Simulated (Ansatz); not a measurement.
# C2H5AlBr (doublet): what the fields show

Input file:

```
crystal:
  periodic: [false, false, false]
  atoms:
    - {symbol: C, position_ang: [-0.509350, 0.790946, 0.158647]}
    - {symbol: C, position_ang: [0.362183, -0.346125, 0.681223]}
    - {symbol: Al, position_ang: [0.964410, -1.649452, -0.683360]}
    - {symbol: Br, position_ang: [0.372503, -1.227683, -2.855688]}
    - {symbol: H, position_ang: [-1.427878, 0.418888, -0.300500]}
    - {symbol: H, position_ang: [-0.797611, 1.473405, 0.964513]}
    - {symbol: H, position_ang: [0.007192, 1.379855, -0.602296]}
    - {symbol: H, position_ang: [1.271485, 0.036195, 1.161944]}
    - {symbol: H, position_ang: [-0.154434, -0.922429, 1.458416]}
basis:
  gaussian: {orbitals: def2-TZVPP}
magnetization: {spin_polarized: true, initial_magnetization: 1}
hamiltonian: {xc: pbe0, dispersion: d4}
output: {orbitals: {seedname: orbitals}}
```

Command:

```sh
ansatz run in.yaml --threads 4 --pin off --events-out ev --progress --plain --max-ram 10444MiB
```

Geometry: PBE0-D4/def2-TZVP.

These are results of UKS PBE0-D4/def2-TZVPP (Ansatz 0.2.0), not measurements.

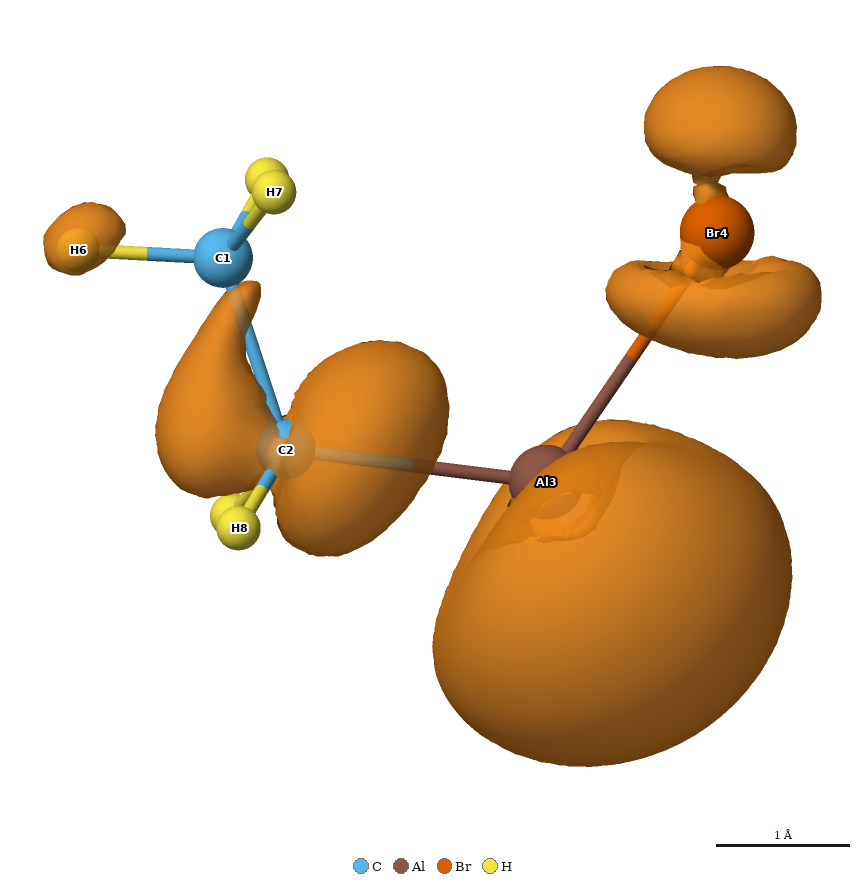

Figure 1. Isosurface of the spin density at +0.015 e/Å³ (orange), seen across its widest extent.

Where is the unpaired spin?

Answer. The unpaired spin (1 electron) lies mostly on Al3 (about 0.8), C2 (about 0.1) and Br4 (about 0.1), in electrons by Hirshfeld's partition.

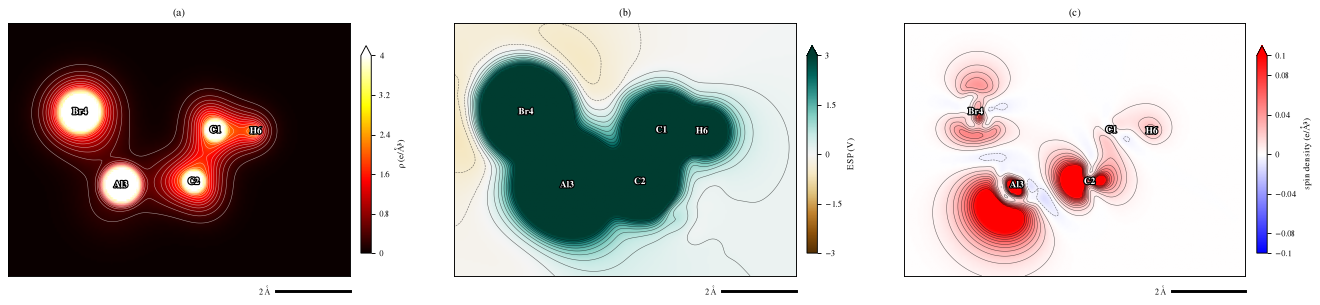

Figure 2. (a) total electron density; (b) molecular electrostatic potential; (c) spin density on the plane of atoms C2, Al3 and Br4.

What does the map show?

Answer. Atoms in the plane: C, Al, Br and H. C–C (1.52 Å): the density is about 1.6 e/Å³ at the midpoint. C–Al (1.98 Å): ρ at the midpoint is about 0.69 e/Å³. Al–Br (2.29 Å): ρ at the midpoint is about 0.62 e/Å³. C–H (1.09 Å): ρ is about 2 e/Å³ halfway.

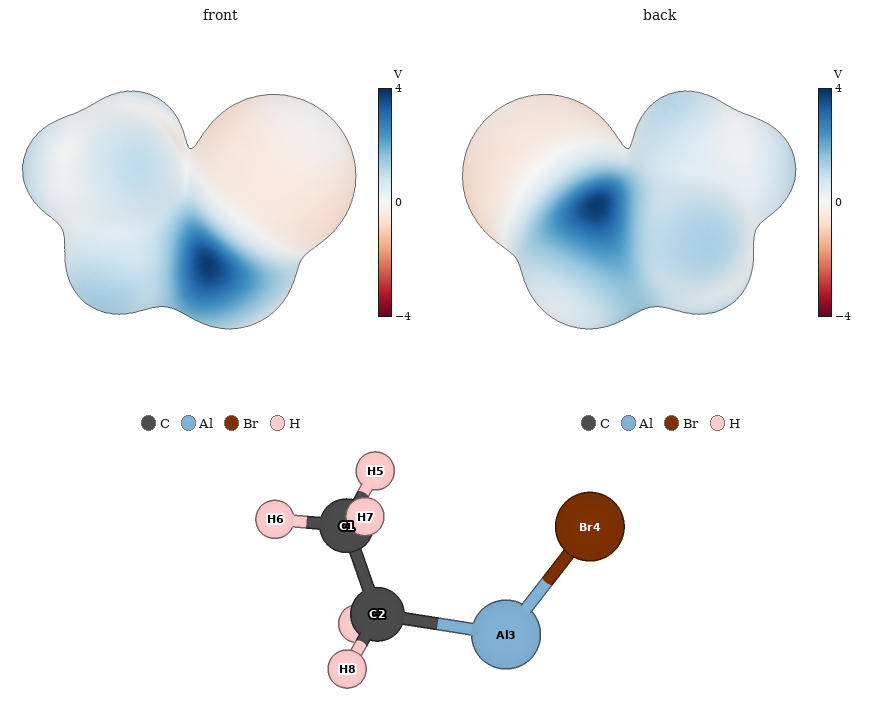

Figure 3. The molecular electrostatic potential painted on the density surface at 0.004 e/bohr³, seen from the front and from behind; red is negative and blue positive. The bare structure is drawn below in the same view.

Where is the surface potential most negative and most positive?

Answer. The most negative region (about −0.6 V, or −14 kcal/mol for a unit charge) lies over Br4, the most positive (about +3.7 V, or +85 kcal/mol for a unit charge) over Al3.
